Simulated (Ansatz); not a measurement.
# AlBClH₄N (SMILES [AlH2][NH]BCl): what the fields show

Input file:

```
crystal:
  periodic: [false, false, false]
  atoms:
    - { symbol: Al, position_ang: [-1.2751, 0.70257, -0.60363] }
    - { symbol: "N", position_ang: [0.35417, 0.24108, 0.04603] }
    - { symbol: B, position_ang: [1.59128, 0.90017, 0.21087] }
    - { symbol: Cl, position_ang: [2.91136, 0.07496, 0.94167] }
    - { symbol: H, position_ang: [-2.58686, 0.15721, -0.01296] }
    - { symbol: H, position_ang: [-1.29801, 1.66958, -1.79856] }
    - { symbol: H, position_ang: [0.37563, -0.71705, 0.40316] }
    - { symbol: H, position_ang: [1.73246, 2.00982, -0.13411] }
basis:
  gaussian: { orbitals: def2-SVP }
hamiltonian:
  xc: pbe
relax:
  f_tol: 0.015
  max_steps: 40
output:
  orbitals: {}
```

Run with:

```sh
ansatz run input.yaml --threads 1 --pin off --max-ram 2048MiB --backend cpu --events-out ev --progress --plain --runs-dir out
```

The fields are those of the relaxed geometry.

Computed with Ansatz, RKS PBE/def2-SVP.

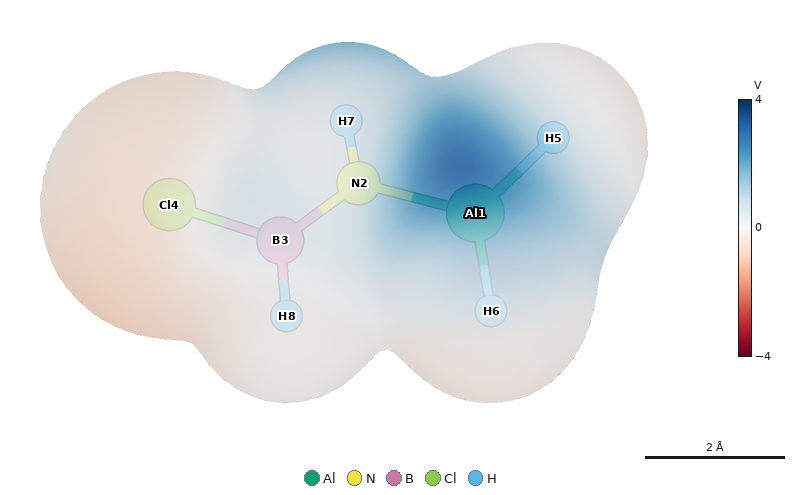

Figure 1. The electrostatic potential painted on the density surface at 0.002 e/bohr³, seen at a tilt; red is negative and blue positive.

Where is the surface potential most negative and most positive?

The most negative region (about −0.7 V) lies over Cl4, the most positive (about +3.2 V) over Al1.

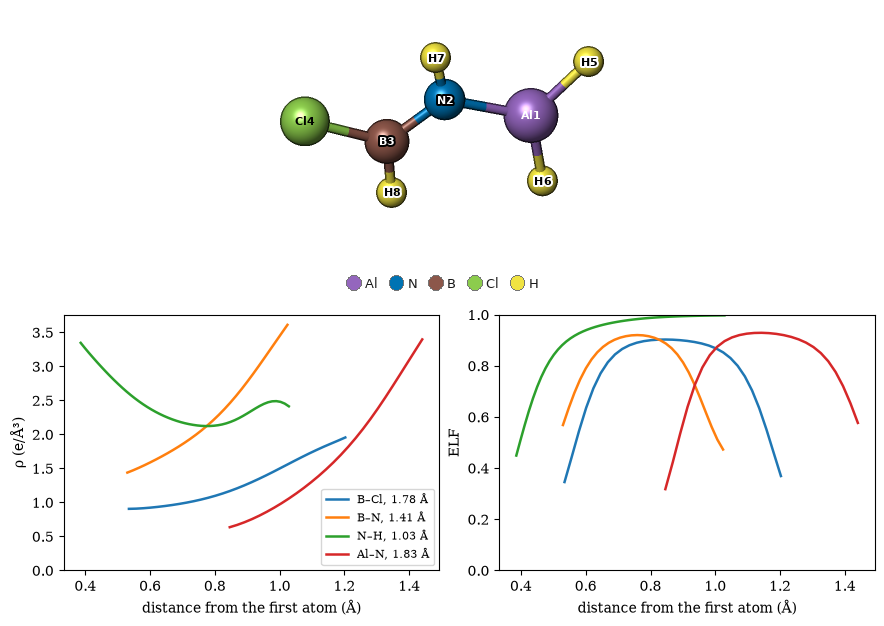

Figure 2. Total electron density and electron localisation function along straight lines between neighbouring atoms. The curves leave out the atomic cores. The structure is drawn too.

Compare the contacts.

B–Cl (1.78 Å): ρ is about 1.3 e/Å³ halfway; the ELF peaks at about 0.90 between the atoms, as expected for a polar covalent bond.
B–N (1.41 Å): ρ is about 1.9 e/Å³ halfway; the ELF peaks at about 0.90 between the atoms (a shared but strongly polarised pair).
N–H (1.03 Å): ρ is about 2.7 e/Å³ halfway; the ELF climbs to about 1 towards the hydrogen, as it does in any bond to H; a covalent bond by its length.
Al–N (1.83 Å): the density is about 0.76 e/Å³ at the midpoint; the ELF peaks at about 0.95 in the valence shell of N, 0.7 Å from its nucleus, and is about 0.65 at the midpoint.

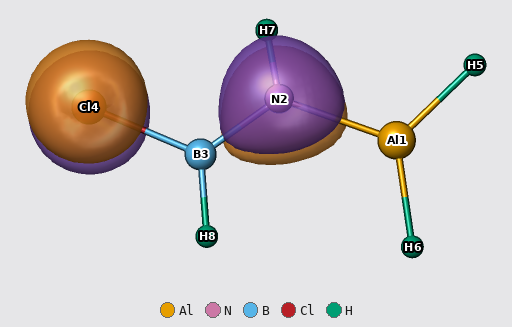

Figure 3. The HOMO−1 at ±0.15 Å⁻³ᐟ² (orange and purple are the two phases), seen across its widest extent.

Describe this orbital and give its energy.

It lies mainly on Cl4 (about 45 %) and N2 (about 40 %); it changes sign across the molecular plane (π type). Its energy is −7.09 eV.
